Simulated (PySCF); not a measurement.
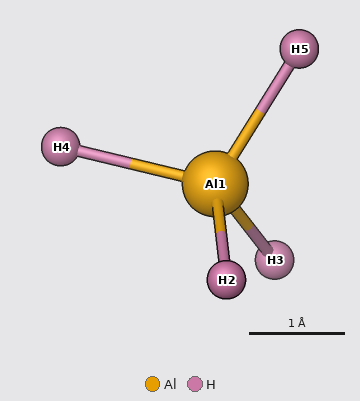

**Figure 1.** The structure (ball-and-stick view, seen at a tilt; atoms are numbered from 1 in the order of the input). Sticks mark near contacts.

# Single-point calculation of AlH4 (charge −1)

The run: single-point calculation of AlH4, charge −1. Method and program: RHF/sto-3g (PySCF 2.14.0).

## What the program printed
```
PySCF version 2.14.0

[INPUT] verbose = 4
[INPUT] num. atoms = 5
[INPUT] num. electrons = 18
[INPUT] charge = -1
[INPUT] spin (= nelec alpha-beta = 2S) = 0
[INPUT] symmetry False subgroup None
[INPUT] Mole.unit = angstrom
[INPUT] Symbol           X                Y                Z      unit          X                Y                Z       unit  Magmom
[INPUT]  1 Al     0.000000000000   0.000000000000   0.000000000000 AA    0.000000000000   0.000000000000   0.000000000000 Bohr   0.0
[INPUT]  2 H      1.384500000000   0.000000000000   0.979000000000 AA    2.616325819460   0.000000000000   1.850041875949 Bohr   0.0
[INPUT]  3 H     -1.384500000000   0.000000000000   0.979000000000 AA   -2.616325819460   0.000000000000   1.850041875949 Bohr   0.0
[INPUT]  4 H      0.000000000000   1.384600000000  -0.979000000000 AA    0.000000000000   2.616514792073  -1.850041875949 Bohr   0.0
[INPUT]  5 H      0.000000000000  -1.384500000000  -0.979000000000 AA    0.000000000000  -2.616325819460  -1.850041875949 Bohr   0.0

nuclear repulsion = 17.3744071384612
number of shells = 9
number of NR pGTOs = 39
number of NR cGTOs = 13
basis = sto-3g
ecp = {}

******** <class 'pyscf.scf.smearing.SmearingRHF'> ********
method = SmearingRHF
initial guess = minao
damping factor = 0
level_shift factor = 0
DIIS = <class 'pyscf.scf.diis.CDIIS'>
diis_start_cycle = 1
diis_space = 8
diis_damp = 0
SCF conv_tol = 1e-09
SCF conv_tol_grad = None
SCF max_cycles = 50
direct_scf = True
direct_scf_tol = 1e-13
Set gradient conv threshold to 3.16228e-05
Initial guess from minao.
init E= -240.467942015951
    sigma = 0.001  Optimized mu = 0.0844074075903  entropy = -0
    Total E(T) = -241.110515615841  Free energy = -241.110515615841  E0 = -241.110515615841
cycle= 1 E= -241.110515615841  delta_E= -0.643  |g|= 0.0654  |ddm|= 1.91
    sigma = 0.001  Optimized mu = 0.468424174255  entropy = -0
    Total E(T) = -241.119276163892  Free energy = -241.119276163892  E0 = -241.119276163892
cycle= 2 E= -241.119276163892  delta_E= -0.00876  |g|= 0.0157  |ddm|= 0.233
    sigma = 0.001  Optimized mu = 0.465909244636  entropy = -0
    Total E(T) = -241.119954099637  Free energy = -241.119954099637  E0 = -241.119954099637
cycle= 3 E= -241.119954099637  delta_E= -0.000678  |g|= 0.000448  |ddm|= 0.0841
    sigma = 0.001  Optimized mu = 0.466679376688  entropy = -0
    Total E(T) = -241.119954227814  Free energy = -241.119954227814  E0 = -241.119954227814
cycle= 4 E= -241.119954227814  delta_E= -1.28e-07  |g|= 2.02e-05  |ddm|= 0.000814
    sigma = 0.001  Optimized mu = 0.4666813675  entropy = -0
    Total E(T) = -241.119954228192  Free energy = -241.119954228192  E0 = -241.119954228192
cycle= 5 E= -241.119954228192  delta_E= -3.78e-10  |g|= 2.08e-07  |ddm|= 4.85e-05
    sigma = 0.001  Optimized mu = 0.466681767721  entropy = -0
    Total E(T) = -241.119954228192  Free energy = -241.119954228192  E0 = -241.119954228192
Extra cycle  E= -241.119954228192  delta_E= 1.71e-13  |g|= 1.66e-08  |ddm|= 2.44e-07
converged SCF energy = -241.119954228192

WARN: System has nonzero charge -1; the dipole moment is origin-dependent.
Location of origin: [0. 0. 0.]

Dipole moment(X, Y, Z, Debye):  0.00000, -0.00030,  0.00003
orbital energies (hartree): [-0.0479 -0.0479 -0.0479  0.7478  0.8714  0.8714]
```

The run was set up as follows.

## Input file
```python
from pyscf import gto, scf

mol = gto.M(
    atom='Al 0 0 0; H 1.3845 0 0.979; H -1.3845 0 0.979; H 0 1.3846 -0.979; H 0 -1.3845 -0.979',
    basis='sto-3g',
    charge=-1,
    spin=0,
    verbose=4,
)
mf = scf.RHF(mol)
mf = scf.addons.smearing_(mf, sigma=0.001, method='fermi')
mf.kernel()
mf.dip_moment()
print('orbital energies (hartree):', mf.mo_energy[..., max(0, mol.nelec[1]-3):mol.nelec[0]+3].round(4))
```

Launched with:
```bash
python input.py
```

## Key numbers

| quantity | value |
| --- | --- |
| outcome | converged |
| SCF energy | −241.119954 hartree |
| hardware | 1 CPU thread, shared host |
| wall time | 1.1 s |
